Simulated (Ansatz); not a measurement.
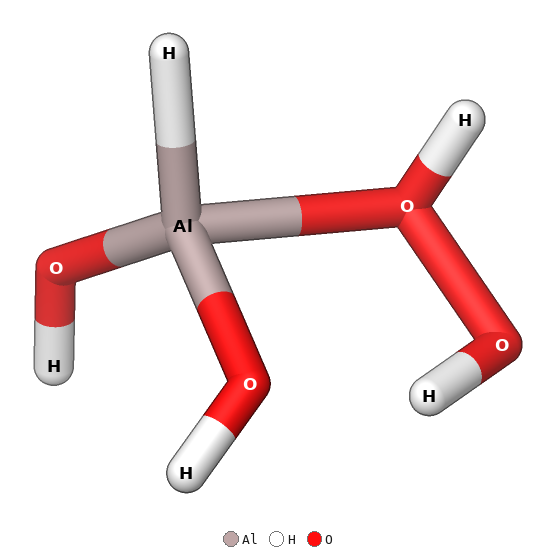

Rendered structure (stick style). Every bond is drawn as one stick, whatever its order.

The geometry was computed by an optimisation with PBE0-D4/def2-TZVP.

What is the molecular formula?

Answer. AlH5O4, 10 atoms: 1 aluminium, 5 hydrogen and 4 oxygen.

How many sets of symmetry-equivalent atoms are there?

Answer. 10: 1 Al, 1 H, 1 O, 1 O, 1 H, 1 O, 1 O, 1 H, 1 H, 1 H.

Give the symmetry (Schoenflies symbol).

Answer. C1.

More results for the same structure follow; atom numbers are the same in all pictures, views and colours differ.

### Vibrations

Harmonic vibrations computed with RKS PBE0-D4/def2-TZVP (Ansatz 0.2.0) at a stationary point of the same level.

How many vibrational modes are there, and where do they lie?

Answer. 24 modes: 78, 162, 209, 259, 272, 307, 344, 407, 534, 587, 625, 655, 715, 747, 816, 868, 991, 1329, 1630, 1944, 3190, 3775, 3976, 3979 cm⁻¹.

### Dipole moment

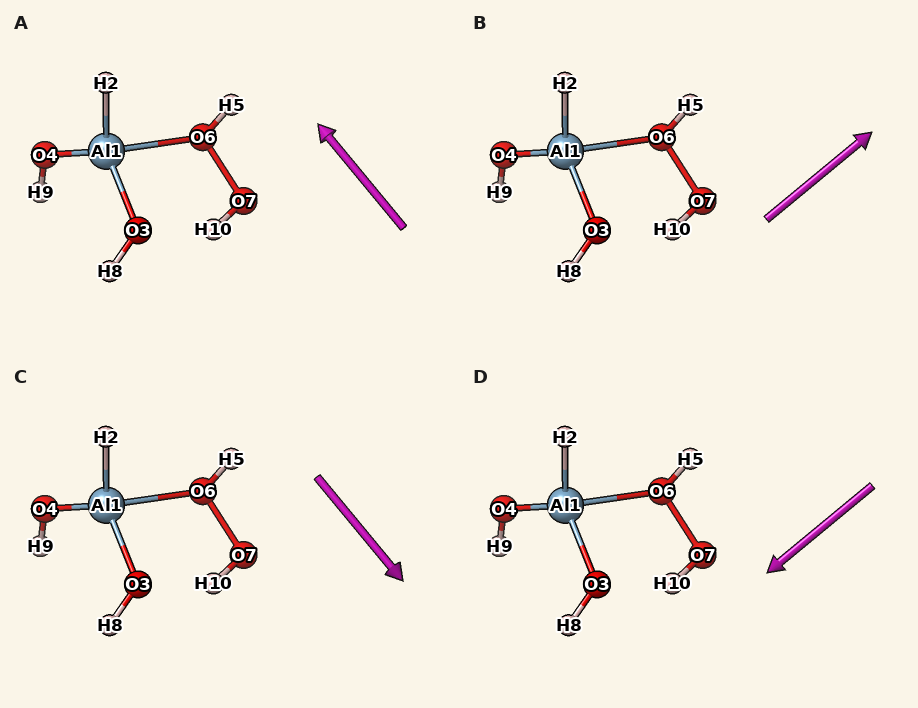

The same molecule four times, each with an arrow. Method: RKS PBE0-D4/def2-TZVP (Ansatz 0.2.0).

Which arrow points along the dipole moment, from the negative to the positive end?

Answer. C. The dipole moment is 2.02 D; it points from the side of H2, O4 to the side of H10 (the outermost atoms at the two ends).

### Charges

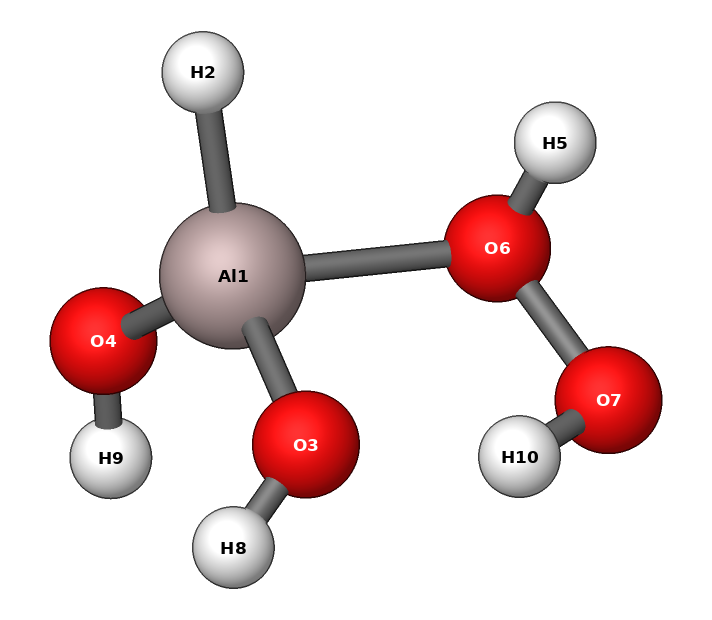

The questions are on Mulliken charges. Properties computed with RKS PBE0-D4/def2-TZVP (Ansatz 0.2.0).

List the Mulliken charges.

```
atom  value (e)
 Al1       0.48
  H2      −0.12
  O3      −0.65
  O4      −0.58
  H5       0.37
  O6      −0.20
  O7      −0.30
  H8       0.33
  H9       0.31
 H10       0.36
```

Mulliken values depend strongly on the basis set and can even reverse the polarity of a bond.
